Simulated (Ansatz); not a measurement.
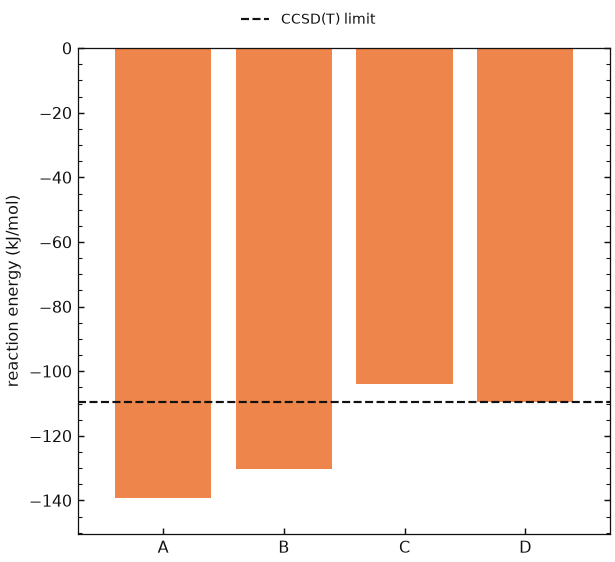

Electronic reaction energy of BSnH₄OF (O[BH][SnH2][F]) + SiNH₅ (N[SiH3]) → BSiNH₆O (OBN[SiH3]) + SnH₃F ([F][SnH3]) (SMILES in brackets) at several levels (functionals in def2-TZVPP unless a basis is named), isolated molecules at PBE0-D4 triple-zeta geometries, minima by their frequencies, no zero-point or thermal terms, the Ansatz code 0.2.0. The line is frozen-core CCSD(T) at the basis limit (MP2 extrapolated from triple and quadruple zeta, plus CCSD(T) less MP2 in a smaller set). The distance of SCS-MP2/def2-SVP to the limit includes basis error. Core potentials past Kr. The limit lies 5.1 kJ/mol from CCSD(T)/def2-TZVPP, so the line itself is uncertain by a part of that.

The letters stand for HF/def2-TZVPP, LDA (SPW92), PBE0 and SCS-MP2/def2-SVP. Which is which?

Answer. A: HF/def2-TZVPP (−139.3 kJ/mol); B: SCS-MP2/def2-SVP (−130.1 kJ/mol); C: LDA (SPW92) (−104.0 kJ/mol); D: PBE0 (−109.4 kJ/mol).

Known limits of this run: outer-core shells are correlated without core-valence functions, which makes the correlated values less sure; spin-orbit coupling is left out, and with Sn it can shift these values; one conformer of each flexible molecule.
